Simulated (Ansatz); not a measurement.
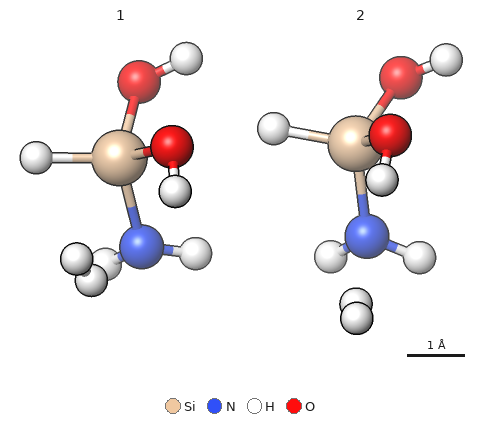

Two geometries of SiNH₇O₂, drawn at one scale. One is the start of a relaxation, the other its converged end. Style: ball-and-stick. Shown from a free direction.

Level of theory: Ansatz 0.2.0, RKS PBE/def2-SVP. Settings: no spin polarisation; force threshold 0.03 eV/Å; at most 50 steps.

> Which geometry has the lower energy?

Structure 2 is the relaxed one. The run prepares an end point of a later path (reaction) calculation, from a guessed geometry. Over 16 accepted moves (17 points after the start) the energy falls by 28.3 kJ/mol. Largest force component: 1.6 eV/Å at the start, 0.016 eV/Å at the end. The line search rejected the trial step at point 5 of the run. The largest move after the best rigid fit is that of an H atom, 1.36 Å. Largest moves by element: H 1.36 Å, O 0.44 Å, Si 0.34 Å, N 0.32 Å. Near-neighbour distances that change, for instance: H–H 0.724 → 0.774 Å, N–Si 1.791 → 1.742 Å. Among the angles between lasting bonds that change: Si–N–H 116.5° → 120.1°, Si–N–H 114.7° → 117.8°.
